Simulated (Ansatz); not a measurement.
**ScGe6N4: one candidate of a structure search, part 1 of 2**

Aim: relax a trial structure of ScGe6N4 and see where it ends.

Computed with Ansatz 0.2.0 (DFT PBE, scalar-relativistic, plane waves, PAW, unless a step's input says otherwise).

### 1 The starting structure

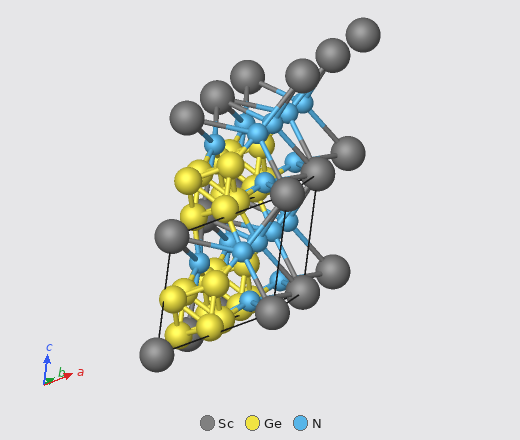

Start, viewed slightly off an axis; scandium grey, germanium yellow, nitrogen blue. 1×2×2 cells are drawn. Atoms on the faces are drawn again on the opposite ones.

Structure file:

```
Sc Ge N
1.0
     0.00000    3.39392    3.39392
     3.39392    0.00000    3.39392
     3.39392    3.39392    0.00000
Sc Ge N
1 6 4
Direct
  0.00000 0.00000 0.00000
  0.43322 0.06678 0.06678
  0.06678 0.43322 0.43322
  0.43322 0.06678 0.43322
  0.06678 0.43322 0.06678
  0.43322 0.43322 0.06678
  0.06678 0.06678 0.43322
  0.12405 0.62532 0.62532
  0.62532 0.12405 0.62532
  0.62532 0.62532 0.12405
  0.62532 0.62532 0.62532
```

Recipe of the guess: 3-, 6-connected net, elements by coordination, guests in its cages (F-43m, No. 216). The dimensions are guesses.

### 2 A first look at the guess

input.yaml

```yaml
crystal:
  lattice:
    - [0.0, 3.39392426, 3.39392426]
    - [3.39392426, 0.0, 3.39392426]
    - [3.39392426, 3.39392426, 0.0]
  atoms:
    - { symbol: Sc, position: [0.0, 0.0, 0.0] }
    - { symbol: Ge, position: [0.4332183, 0.0667817, 0.0667817] }
    - { symbol: Ge, position: [0.0667817, 0.4332183, 0.4332183] }
    - { symbol: Ge, position: [0.4332183, 0.0667817, 0.4332183] }
    - { symbol: Ge, position: [0.0667817, 0.4332183, 0.0667817] }
    - { symbol: Ge, position: [0.4332183, 0.4332183, 0.0667817] }
    - { symbol: Ge, position: [0.0667817, 0.0667817, 0.4332183] }
    - { symbol: "N", position: [0.12404639, 0.62531787, 0.62531787] }
    - { symbol: "N", position: [0.62531787, 0.12404639, 0.62531787] }
    - { symbol: "N", position: [0.62531787, 0.62531787, 0.12404639] }
    - { symbol: "N", position: [0.62531787, 0.62531787, 0.62531787] }
basis:
  ecutwfc: 420
kpoints:
  mp_grid: { grid: [4, 4, 4] }
hamiltonian:
  xc: pbe
scf:
  occupations: { method: gaussian, width: 0.1 }
  lower_state_search: "off"
output:
  forces: true
  stress: true
  eigenvalues: true
```

Launch:

```
> ansatz run input.yaml --threads 1 --pin off --max-ram 2560MiB --backend cpu --events-out ev --progress --plain --runs-dir out
```

Standard output, shortened:

```text
Warning: RAYON_NUM_THREADS=1 ignored (pool sized by the plan → 1); use --threads N
[...]
Pseudopotentials: kind: paw
Pseudopotential: Sc, paw, valence charge 11, recommended cutoff 420 eV (normal), Sc.paw.azcp
Pseudopotential: Ge, paw, valence charge 14, recommended cutoff 420 eV (normal), Ge.paw.azcp
Pseudopotential: N, paw, valence charge 5, recommended cutoff 420 eV (normal), N.paw.azcp
Functional definition: PBE
[...]
Crystal: 11 atoms, lattice volume = 78.187 Å³
Basis set: ecut = 420 eV, 1471 PW (Γ), exchange–correlation on 72×72×72 points (8 copies of the dense FFT grid, shifted against one another)
Bands: 69, of which v1, the nominal top of the filled ones, is band 58 counted from 1 (57 counted from 0)
Symmetry: 24 space group operations
Space group: F-43m (ITA 216), of the structure as read, at distance tolerance 4.3e-5 Å
k-points: 8 of 64 (time reversal used)
[...]
SCF iter   1: F=—  HF=-29346.306078 eV  |F-HF|=—  |Δ(HF+E_count)|=         —  Δρ=9.61e-2  dr2=1.28e1  ethr=1.77e-3  ⟨swp⟩=6.5  Hψ=2435  notcnv=0  defer=4
[...]
SCF iter   9: F=-29343.212004 eV  HF=-29343.212004 eV  |F-HF|=3.54e-8  |Δ(HF+E_count)|=   1.19e-8  Δρ=6.70e-6  dr2=4.11e-8  ethr=8.70e-11  ⟨swp⟩=12.2  Hψ=2732  notcnv=0
[...]
SCF converged after 9 iterations
Free energy (F): -29343.212004 eV
[...]
E sigma→0 (E₀):  -29343.204333 eV
Entropy (-TS):   -0.015342 eV (-1.395 meV/atom)
Fermi energy:    25.763430 eV
[...]
--- Forces (eV/Å), atoms counted from 1 ---
  atom   1  Sc    -0.00000000    -0.00000000    -0.00000000
  atom   2  Ge   -58.95512943     0.00000000     0.00000000
  atom   3  Ge    58.95512943     0.00000000    -0.00000000
  atom   4  Ge     0.00000000    58.95512943    -0.00000000
  atom   5  Ge     0.00000000   -58.95512943    -0.00000000
  atom   6  Ge     0.00000000    -0.00000000    58.95512943
  atom   7  Ge     0.00000000    -0.00000000   -58.95512943
  atom   8  N     -0.97479606     0.97479606     0.97479606
[...]
--- Stress (GPa, compression-positive) ---
      484.580843      -0.000000       0.000000
       -0.000000     484.580843      -0.000000
        0.000000      -0.000000     484.580843
  P = ⅓ Tr σ = 484.5808 GPa (4845.808 kbar)
--- Band table (eV; the first three rows and the last of 8) ---
[...]
```

It took 6.5 s on 1 thread of Arm Neoverse V1, shared host; peak memory 0.34 GiB.

Read-out: pressure 484.6 GPa, largest force 58.96 eV/Å, gap on this mesh none (metal). A cheap, loose relaxation comes first.

### 3 Coarse relaxation

Changes to input.yaml since step 2:

```diff
@@ -30 +30,6 @@
   eigenvalues: true
+relax:
+  adjacent_minimum: "off"
+  f_tol: 0.04
+  max_steps: 70
+  cell: { stress_tol: 0.4 }
```

Launch:

```
> ansatz run input.yaml --threads 1 --pin off --max-ram 2560MiB --backend cpu --events-out ev --progress --plain --runs-dir out
```

Standard output:

```text
Warning: RAYON_NUM_THREADS=1 ignored (pool sized by the plan → 1); use --threads N
Engine: ansatz 0.2.0, aarch64-unknown-linux-gnu
Pseudopotentials: kind: paw
Pseudopotential: Sc, paw, valence charge 11, recommended cutoff 420 eV (normal), Sc.paw.azcp
Pseudopotential: Ge, paw, valence charge 14, recommended cutoff 420 eV (normal), Ge.paw.azcp
Pseudopotential: N, paw, valence charge 5, recommended cutoff 420 eV (normal), N.paw.azcp
Functional definition: PBE
  parameter kappa = 0.804
  parameter beta = 0.06672455060314922
  exchange = pbe_x(kappa = kappa, mu = beta*pi^2/3)
  correlation = pbe_c(beta = beta)
Crystal: 11 atoms, lattice volume = 78.187 Å³
Basis set: ecut = 420 eV, 1471 PW (Γ), exchange–correlation on 72×72×72 points (8 copies of the dense FFT grid, shifted against one another)
Bands: 69, of which v1, the nominal top of the filled ones, is band 58 counted from 1 (57 counted from 0)
Symmetry: 24 space group operations
Space group: F-43m (ITA 216), of the structure as read, at distance tolerance 4.3e-5 Å
k-points: 8 of 64 (time reversal used)
Non-local potential: Sc, projectors of the file, l = 0: 3, l = 1: 2, l = 2: 3, l = 3: 1
Non-local potential: Ge, projectors of the file, l = 0: 2, l = 1: 2, l = 2: 3, l = 3: 1
Non-local potential: N, projectors of the file, l = 0: 2, l = 1: 2, l = 2: 1
PAW form: soft (Blöchl's): semilocal exchange-correlation on the pseudo side does not see the compensation charge
PAW one-centre angular grid: Sc, 590 points (default); XC on 64 Gauss nodes
PAW one-centre angular grid: Ge, 590 points (default); XC on 64 Gauss nodes
PAW one-centre angular grid: N, 110 points (default); XC on 64 Gauss nodes
Initial density: superposition of atomic densities (neutral atoms: chi_scale 0, normalization atom), corrected by the library's trained network
Initial wavefunctions: pseudopotential atomic-orbital guess
Functional: x = pbe(κ = 0.804, μ = 0.2195149727645171), c = pbe(β = 0.06672455060314922)
SCF iter   1: F=—  HF=-29346.306105 eV  |F-HF|=—  |Δ(HF+E_count)|=         —  Δρ=9.61e-2  dr2=1.28e1  ethr=1.77e-3  ⟨swp⟩=6.5  Hψ=2435  notcnv=0  defer=4
preconditioner: auto → Kerker (q_TF=auto, 2.909 Å⁻¹)  [metal: Δε(μ)=0.048 eV  Ē_g=24.068 eV  σ=0.100 eV  W_gap=0.27  n_scr=26 (ndim 8)  ℏωp=44.6 eV  f_vac=0.000  D(μ)=7.55/eV (n_scr^D=112)]
SCF iter   2: F=—  HF=-29344.303289 eV  |F-HF|=—  |Δ(HF+E_count)|=    2.00e0  Δρ=5.10e-2  dr2=4.55e0  ethr=1.77e-3  ⟨swp⟩=3.9  Hψ=1169  notcnv=0  defer=44
preconditioner: auto → Resta (q_TF=auto, 2.909 Å⁻¹)  ε∞=4.3  [insulator: Δε(μ)=0.097 eV  Ē_g=24.407 eV  σ=0.100 eV  W_gap=0.51  n_scr=26 (ndim 8)  ℏωp=44.6 eV  f_vac=0.000  D(μ)=5.92/eV (n_scr^D=58)  ε∞_Penn≈4.3]
SCF iter   3: F=—  HF=-29343.288194 eV  |F-HF|=—  |Δ(HF+E_count)|=    1.02e0  Δρ=2.05e-2  dr2=2.42e-1  ethr=1.77e-3  ⟨swp⟩=3.1  Hψ=1053  notcnv=0  defer=44
SCF iter   4: F=—  HF=-29343.219095 eV  |F-HF|=—  |Δ(HF+E_count)|=   6.91e-2  Δρ=1.02e-2  dr2=5.69e-2  ethr=2.10e-4  ⟨swp⟩=2.5  Hψ=1151  notcnv=0  defer=40
SCF iter   5: F=—  HF=-29343.214651 eV  |F-HF|=—  |Δ(HF+E_count)|=   4.44e-3  Δρ=3.71e-3  dr2=1.19e-2  ethr=4.95e-5  ⟨swp⟩=2.0  Hψ=978  notcnv=0  defer=40
SCF iter   6: F=—  HF=-29343.212134 eV  |F-HF|=—  |Δ(HF+E_count)|=   2.52e-3  Δρ=7.42e-4  dr2=5.30e-4  ethr=1.03e-5  ⟨swp⟩=2.0  Hψ=614  notcnv=0  defer=40
SCF iter   7: F=—  HF=-29343.212012 eV  |F-HF|=—  |Δ(HF+E_count)|=   1.23e-4  Δρ=1.36e-4  dr2=1.46e-5  ethr=4.61e-7  ⟨swp⟩=2.5  Hψ=820  notcnv=0  defer=40
SCF iter   8: F=—  HF=-29343.212004 eV  |F-HF|=—  |Δ(HF+E_count)|=   7.65e-6  Δρ=2.47e-5  dr2=4.75e-7  ethr=1.27e-8  ⟨swp⟩=2.0  Hψ=700  notcnv=0  defer=40
SCF iter   9: F=-29343.212004 eV  HF=-29343.212004 eV  |F-HF|=3.55e-8  |Δ(HF+E_count)|=   1.33e-8  Δρ=6.70e-6  dr2=4.13e-8  ethr=8.70e-11  ⟨swp⟩=13.0  Hψ=2918  notcnv=0
SCF 1 converged in 9 iterations: F = -29343.212004 eV  dr2 = 4.13e-8
relax step   1: F+E_penalty+E_count = -29343.21200392 eV  Δ(F+E_penalty+E_count) = +0.000e0 eV  max|allowed force component| = 5.896e1 eV/Å  Δτ_max = 0.0000 Å  P = +484.581 GPa  Ω = 78.187 Å³  (9 SCF iters, dr2 threshold 1.00e-7 eV, accepted)
[... from here on, the SCF cycles and remarks between the steps are left out ...]
relax step   2: F+E_penalty+E_count = -29395.79247154 eV  Δ(F+E_penalty+E_count) = -5.258e1 eV  max|allowed force component| = 1.918e1 eV/Å  Δτ_max = 0.1237 Å  P = +231.404 GPa  Ω = 90.184 Å³  energy of the carried Pulay correction = -4.819e-2 eV  (8 SCF iters, dr2 threshold 1.10e-6 eV, accepted)
relax step   3: F+E_penalty+E_count = -29414.49476294 eV  Δ(F+E_penalty+E_count) = -1.870e1 eV  max|allowed force component| = 9.967e0 eV/Å  Δτ_max = 0.0469 Å  P = +120.627 GPa  Ω = 103.665 Å³  energy of the carried Pulay correction = -9.483e-2 eV  (8 SCF iters, dr2 threshold 1.10e-6 eV, accepted)
relax step   4: F+E_penalty+E_count = -29424.64296683 eV  Δ(F+E_penalty+E_count) = -1.015e1 eV  max|allowed force component| = 4.989e0 eV/Å  Δτ_max = 0.0520 Å  P = +52.978 GPa  Ω = 118.162 Å³  energy of the carried Pulay correction = -1.380e-1 eV  (7 SCF iters, dr2 threshold 1.10e-6 eV, accepted)
relax step   5: F+E_penalty+E_count = -29429.17509444 eV  Δ(F+E_penalty+E_count) = -4.532e0 eV  max|allowed force component| = 2.111e0 eV/Å  Δτ_max = 0.0726 Å  P = +6.959 GPa  Ω = 134.290 Å³  energy of the carried Pulay correction = -1.793e-1 eV  (8 SCF iters, dr2 threshold 1.10e-6 eV, accepted)
relax step   6: F+E_penalty+E_count = -29429.60760837 eV  Δ(F+E_penalty+E_count) = -4.325e-1 eV  max|allowed force component| = 1.210e0 eV/Å  Δτ_max = 0.0574 Å  P = +1.962 GPa  Ω = 137.638 Å³  energy of the carried Pulay correction = -1.871e-1 eV  (8 SCF iters, dr2 threshold 1.10e-6 eV, accepted)
relax step   7: F+E_penalty+E_count = -29429.86855054 eV  Δ(F+E_penalty+E_count) = -2.609e-1 eV  max|allowed force component| = 8.966e-2 eV/Å  Δτ_max = 0.0527 Å  P = +1.942 GPa  Ω = 138.577 Å³  energy of the carried Pulay correction = -1.893e-1 eV  (8 SCF iters, dr2 threshold 1.10e-6 eV, accepted)
relax step   8: F+E_penalty+E_count = -29429.87214394 eV  Δ(F+E_penalty+E_count) = -3.593e-3 eV  max|allowed force component| = 5.251e-3 eV/Å  Δτ_max = 0.0029 Å  P = +0.058 GPa  Ω = 139.303 Å³  energy of the carried Pulay correction = -1.910e-1 eV  (6 SCF iters, dr2 threshold 1.10e-6 eV, accepted)
relax step   9: F+E_penalty+E_count = -29432.91645340 eV  Δ(F+E_penalty+E_count) = -3.044e0 eV  max|allowed force component| = 1.456e-1 eV/Å  Δτ_max = 0.0000 Å  P = +24.196 GPa  Ω = 139.303 Å³  stress off target by 2.42e1 GPa  SCF on the basis re-selected at this cell (its energy is not comparable with the rows above)  (9 SCF iters)
relax step  10: F+E_penalty+E_count = -29434.36857791 eV  Δ(F+E_penalty+E_count) = -1.452e0 eV  max|allowed force component| = 1.670e-1 eV/Å  Δτ_max = 0.0654 Å  P = +13.445 GPa  Ω = 151.795 Å³  energy of the carried Pulay correction = -3.264e-2 eV  (8 SCF iters, dr2 threshold 1.10e-6 eV, accepted)
relax step  11: F+E_penalty+E_count = -29435.28765112 eV  Δ(F+E_penalty+E_count) = -9.191e-1 eV  max|allowed force component| = 1.915e-1 eV/Å  Δτ_max = 0.0530 Å  P = +3.051 GPa  Ω = 170.705 Å³  energy of the carried Pulay correction = -1.062e-1 eV  (8 SCF iters, dr2 threshold 1.10e-6 eV, accepted)
relax step  12: F+E_penalty+E_count = -29435.39148626 eV  Δ(F+E_penalty+E_count) = -1.038e-1 eV  max|allowed force component| = 1.051e-1 eV/Å  Δτ_max = 0.0340 Å  P = +0.547 GPa  Ω = 179.247 Å³  energy of the carried Pulay correction = -1.359e-1 eV  (6 SCF iters, dr2 threshold 1.10e-6 eV, accepted)
relax step  13: F+E_penalty+E_count = -29435.38947215 eV  Δ(F+E_penalty+E_count) = +2.014e-3 eV  max|allowed force component| = 5.986e-2 eV/Å  Δτ_max = 0.0175 Å  P = -0.022 GPa  Ω = 182.792 Å³  energy of the carried Pulay correction = -1.475e-1 eV  (6 SCF iters, dr2 threshold 7.48e-7 eV, accepted)
relax step  14: F+E_penalty+E_count = -29435.39262705 eV  Δ(F+E_penalty+E_count) = -3.155e-3 eV  max|allowed force component| = 5.565e-3 eV/Å  Δτ_max = 0.0049 Å  P = -0.012 GPa  Ω = 182.426 Å³  energy of the carried Pulay correction = -1.463e-1 eV  (5 SCF iters, dr2 threshold 2.24e-7 eV, accepted)
relax step  15: F+E_penalty+E_count = -29435.65211424 eV  Δ(F+E_penalty+E_count) = -2.595e-1 eV  max|allowed force component| = 1.316e-2 eV/Å  Δτ_max = 0.0000 Å  P = +1.579 GPa  Ω = 182.426 Å³  stress off target by 1.58e0 GPa  SCF on the basis re-selected at this cell (its energy is not comparable with the rows above)  (8 SCF iters)
relax step  16: F+E_penalty+E_count = -29435.67803791 eV  Δ(F+E_penalty+E_count) = -2.592e-2 eV  max|allowed force component| = 1.514e-2 eV/Å  Δτ_max = 0.0149 Å  P = +0.426 GPa  Ω = 187.941 Å³  energy of the carried Pulay correction = -8.482e-3 eV  (6 SCF iters, dr2 threshold 1.10e-6 eV, accepted)
relax step  17: F+E_penalty+E_count = -29435.66948329 eV  Δ(F+E_penalty+E_count) = +8.555e-3 eV  max|allowed force component| = 4.496e-2 eV/Å  Δτ_max = 0.0169 Å  P = -0.125 GPa  Ω = 193.435 Å³  energy of the carried Pulay correction = -1.900e-2 eV  (7 SCF iters, dr2 threshold 4.54e-7 eV, accepted)
relax step  18: F+E_penalty+E_count = -29435.67690980 eV  Δ(F+E_penalty+E_count) = -7.427e-3 eV  max|allowed force component| = 2.894e-2 eV/Å  Δτ_max = 0.0093 Å  P = -0.142 GPa  Ω = 191.073 Å³  energy of the carried Pulay correction = -1.420e-2 eV  (7 SCF iters, dr2 threshold 1.26e-7 eV, accepted)
relax step  19: F+E_penalty+E_count = -29435.69088329 eV  Δ(F+E_penalty+E_count) = -1.397e-2 eV  max|allowed force component| = 2.886e-2 eV/Å  Δτ_max = 0.0000 Å  P = -0.139 GPa  Ω = 191.073 Å³  stress off target by 1.39e-1 GPa  SCF on the basis re-selected at this cell (its energy is not comparable with the rows above)  (6 SCF iters)
basis re-selected at this cell: Δ(F+E_penalty+E_count) = -1.397e-2 eV, ΔP = +0.003 GPa vs the last step (what re-selecting the basis moved, of the pressure what is left beyond the Pulay correction that the steps carried, after the strain that the cell walked since its last selection, with what the two solves' SCF thresholds leave and, on support functions, any second-order correction that the steps lacked; it is no measure of the basis error at this ecutwfc). This SCF's stress stands 1.39e-1 GPa from its target on what of the cell is left free (relax.cell.stress_tol is 4.00e-1 GPa) and its largest allowed force component is 2.89e-2 eV/Å (relax.f_tol is 4.00e-2 eV/Å): within both
SCF converged after 6 iterations
Free energy (F): -29435.690883 eV
Harris-Foulkes:  -29435.690883 eV  (|F-HF|=1.55e-9)
Internal energy: -29435.654550 eV  (E = F + TS)
E sigma→0 (E₀):  -29435.672717 eV
Entropy (-TS):   -0.036333 eV (-3.303 meV/atom)
Fermi energy:    8.190179 eV
--- Per-component energies (eV) ---
  E_band       = -1083.374283
  E_kinetic    = 1435.045250
  E_local      = -16507.949615  (includes V_loc(G=0)·N_el)
  E_nonlocal   = 2774.701833
  E_hartree    = 7040.767164
  E_xc         = -791.432830
  E_vxc        = -813.075616  (∫ρ·V_xc dr)
  E_paw        = -13575.065984  (= ΣΔE_a)
  E_vpaw       = -2053.633679  (= ΣTr[D̂ρ^β])
  E_aug_tail   = 0.002268  (compensation charges beyond the density's cutoff)
  E_ewald      = -9811.722636
  E_smearing   = -0.036333  (= −TS)
  E_closure    = -0.000000  (closes the sum)
  Σ components = -29435.690883   (vs F -29435.690883, Δ=0.00e0)
--- Forces (eV/Å), atoms counted from 1 ---
  atom   1  Sc    -0.00000000    -0.00000000     0.00000000
  atom   2  Ge    -0.02885945    -0.00000000    -0.00000000
  atom   3  Ge     0.02885945    -0.00000000    -0.00000000
  atom   4  Ge     0.00000000     0.02885945    -0.00000000
  atom   5  Ge     0.00000000    -0.02885945    -0.00000000
  atom   6  Ge     0.00000000    -0.00000000     0.02885945
  atom   7  Ge     0.00000000    -0.00000000    -0.02885945
  atom   8  N      0.01273699    -0.01273699    -0.01273699
  atom   9  N     -0.01273699     0.01273699    -0.01273699
  atom  10  N     -0.01273699    -0.01273699     0.01273699
  atom  11  N      0.01273699     0.01273699     0.01273699
  max |Σ_I F_I| component: 8.69e-16 eV/Å
--- Stress (GPa, compression-positive) ---
       -0.138848       0.000000      -0.000000
       -0.000000      -0.138848      -0.000000
        0.000000      -0.000000      -0.138848
  P = ⅓ Tr σ = -0.1388 GPa (-1.388 kbar)
--- Band table (eV; the first three rows and the last of 8) ---
  k-point 0: bands = ["-42.3201", "-20.9294", "-20.9294", "-20.9294", "-16.3664", "-16.3664", "-16.3664", "-16.3489", "-16.2870", "-16.2870", "-16.2862", "-16.2862", "-16.2862", "-16.2780", "-16.2780", "-16.2780", "-16.2661", "-16.2661", "-16.2603", "-16.2603", "-16.2603", "-16.2228", "-16.2156", "-16.2156", "-16.2156", "-16.2155", "-16.2047", "-16.2047", "-16.2047", "-16.1810", "-16.1810", "-16.1810", "-16.1687", "-16.1687", "-8.2727", "-6.4959", "-6.4959", "-6.4959", "-0.0780", "-0.0780", "-0.0216", "-0.0216", "-0.0216", "0.9634", "3.6843", "4.1911", "4.1911", "4.1911", "4.2542", "4.2542", "4.2542", "7.2499", "7.2499", "7.2499", "8.5190", "8.5542", "8.5542", "8.7037", "8.7037", "8.7037", "9.6265", "9.6265", "9.6380", "9.6380", "9.6380", "11.1459", "11.1459", "11.1459", "11.9661"]
[... 3 lines left out ...]
--- Relaxed structure (16 steps of the walk, 16 accepted, 3 SCFs on fresh bases) ---
  F+E_penalty+E_count = -29435.69088329 eV   max|allowed force component| = 2.886e-2 eV/Å   (the final SCF, on the basis selected at the relaxed cell)
  cell:  # Å, volume = 191.0729 Å³
    - [1.376017321663862e-33, 4.571474929855209, 4.571474929855209]
    - [4.571474929855209, 2.3088459212307897e-33, 4.571474929855209]
    - [4.571474929855209, 4.571474929855209, -3.124067245363164e-33]
  atoms:
    - { symbol: Sc, position: [-2.352341988576893e-19, -1.4520629559118655e-20, 2.526589543286291e-19] }
    - { symbol: Ge, position: [0.5051660902834874, -0.005166090283487301, -0.005166090283487329] }
    - { symbol: Ge, position: [-0.005166090283487357, 0.5051660902834874, 0.5051660902834874] }
    - { symbol: Ge, position: [0.5051660902834874, -0.005166090283487357, 0.5051660902834874] }
    - { symbol: Ge, position: [-0.005166090283487357, 0.5051660902834874, -0.005166090283487329] }
    - { symbol: Ge, position: [0.5051660902834874, 0.5051660902834874, -0.005166090283487357] }
    - { symbol: Ge, position: [-0.005166090283487325, -0.005166090283487325, 0.5051660902834874] }
    - { symbol: N, position: [0.10133313301354752, 0.6328889556621508, 0.6328889556621508] }
    - { symbol: N, position: [0.6328889556621508, 0.10133313301354752, 0.6328889556621508] }
    - { symbol: N, position: [0.6328889556621508, 0.6328889556621508, 0.10133313301354752] }
    - { symbol: N, position: [0.6328889556621508, 0.6328889556621508, 0.6328889556621508] }
```

Run time: 2.6 min. Hardware: 1 thread of Arm Neoverse V1, shared host; peak memory 0.46 GiB.

Relaxation path:

| step | E - E(step 1) (eV/cell) | largest force component (eV/Å) | pressure (GPa) | volume (Å³) |
| --- | --- | --- | --- | --- |
| 1 | 0.0000 | 58.9551 | 484.58 | 78.19 |
| 2 | -52.5805 | 19.1838 | 231.40 | 90.18 |
| 3 | -71.2828 | 9.9665 | 120.63 | 103.67 |
| 4 | -81.4310 | 4.9890 | 52.98 | 118.16 |
| 5 | -85.9631 | 2.1105 | 6.96 | 134.29 |
| 6 | -86.3956 | 1.2100 | 1.96 | 137.64 |
| 7 | -86.6565 | 0.0897 | 1.94 | 138.58 |
| 8 | -86.6601 | 0.0053 | 0.06 | 139.30 |
| 9 | -89.7044 | 0.1456 | 24.20 | 139.30 |
| 10 | -91.1566 | 0.1670 | 13.44 | 151.80 |
| 11 | -92.0756 | 0.1915 | 3.05 | 170.71 |
| 12 | -92.1795 | 0.1051 | 0.55 | 179.25 |
| 13 | -92.1775 | 0.0599 | -0.02 | 182.79 |
| 14 | -92.1806 | 0.0056 | -0.01 | 182.43 |
| 15 | -92.4401 | 0.0132 | 1.58 | 182.43 |
| 16 | -92.4660 | 0.0151 | 0.43 | 187.94 |
| 17 | -92.4575 | 0.0450 | -0.13 | 193.43 |
| 18 | -92.4649 | 0.0289 | -0.14 | 191.07 |
| 19 | -92.4789 | 0.0289 | -0.14 | 191.07 |

Step 1 is the start. Steps 9, 15, 19 each repeat the geometry before them on a plane-wave basis chosen anew, so the energy can jump there without any move. The walk judges its steps with a correction for the finite basis (Pulay term) that this column leaves out, so accepted steps can climb here and lower ones be refused.

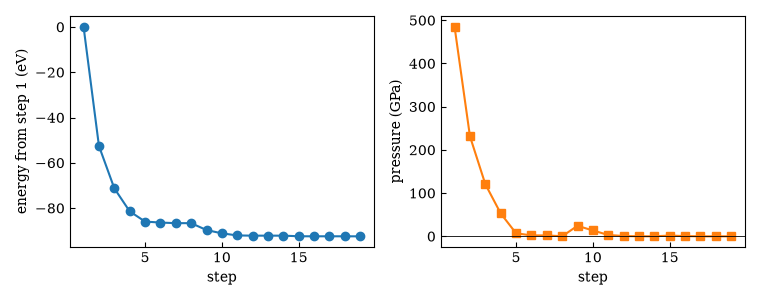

Energy and pressure along the relaxation.

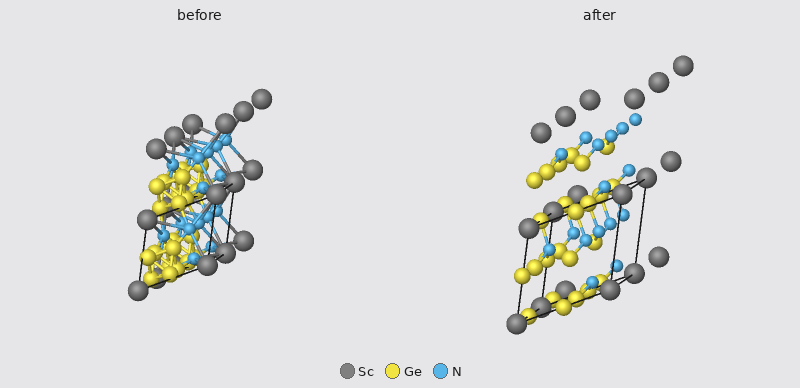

Before and after, at one scale.

|  | before | after | change |
| --- | --- | --- | --- |
| a (Å) | 4.800 | 6.465 | +34.7 % |
| b (Å) | 4.800 | 6.465 | +34.7 % |
| c (Å) | 4.800 | 6.465 | +34.7 % |
| volume (Å³/atom) | 7.11 | 17.37 | +144.4 % |
| shortest distance (Å) | 1.759 | 1.912 | +8.7 % |
| space group (0.01 Å) | F-43m | F-43m | same |

The run keeps the 24 symmetry operations of the start, so it could not have lowered the symmetry.

(Continued in part 2 of 2.)
